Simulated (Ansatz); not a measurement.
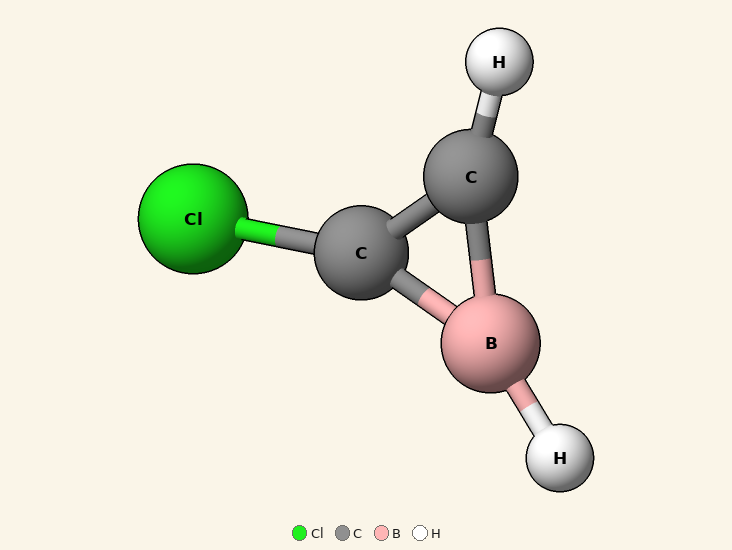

A ball-and-stick model of a molecule. Every bond is drawn as one stick, whatever its order.

Description:

Formula C2H2BCl. As SMILES it reads `ClC1=CB1`. Independent rings (smallest set): 1 of 3 members. Among its groups: alkene, C–Cl bond, B–H bond. This geometry has Cs symmetry. All atoms lie on one plane.

The parts below concern this one geometry. Atoms keep their numbers from picture to picture. The computed structure is the end point of a PBE0-D4/def2-TZVP optimisation.

**Vibrations**

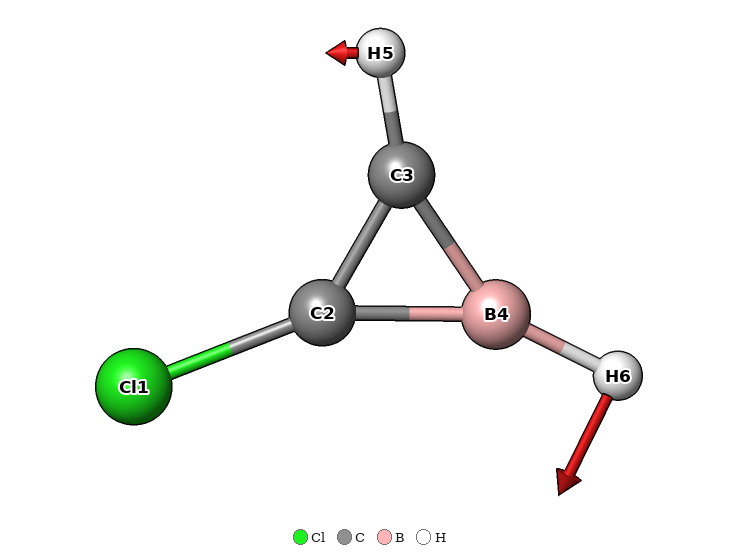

The arrows show one normal mode. Harmonic vibrations computed with RKS PBE0-D4/def2-TZVP (Ansatz 0.2.0) at a stationary point of the same level.

> What kind of motion is it?

Mostly C–B–H bending.

> Estimate its harmonic wavenumber.

828 cm⁻¹; it is mode 5 of 12 counted from the lowest.

**Electronic properties**

Properties computed with RKS ωB97M-V/def2-TZVPP (Ansatz 0.2.0).

> Give the LUMO energy (Kohn–Sham orbital) at this level.

1.73 eV.

> Estimate the vertical ionisation energy.

10.57 eV.

> What is the HOMO energy (Kohn–Sham orbital)?

−10.35 eV.

> Estimate the dipole moment.

0.97 D.

**Charges**

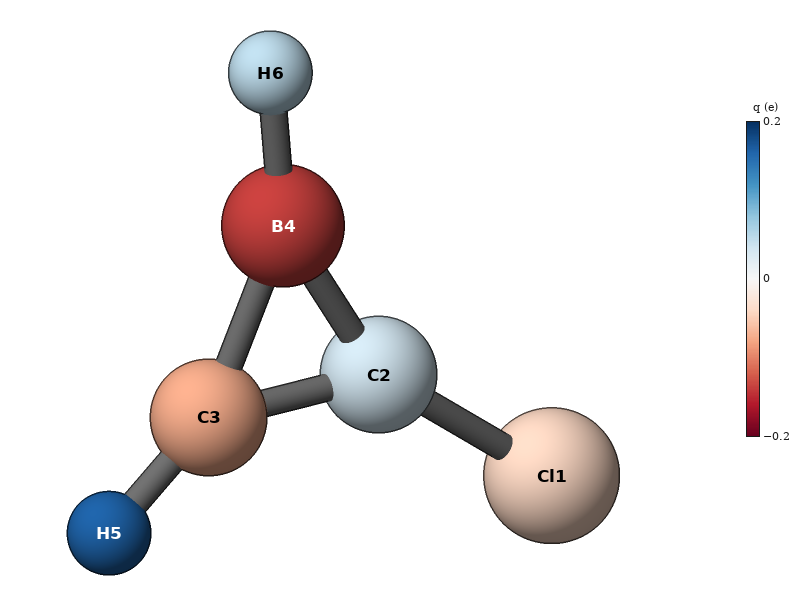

Atoms are coloured by their Mulliken charges. Method: RKS PBE0-D4/def2-TZVP (Ansatz 0.2.0).

Give the Mulliken charges atom by atom.

| atom | value (e) |
| --- | --- |
| Cl1 | −0.04 |
| C2 | 0.04 |
| C3 | −0.07 |
| B4 | −0.14 |
| H5 | 0.16 |
| H6 | 0.05 |

Mulliken values depend strongly on the basis set and can even reverse the polarity of a bond.
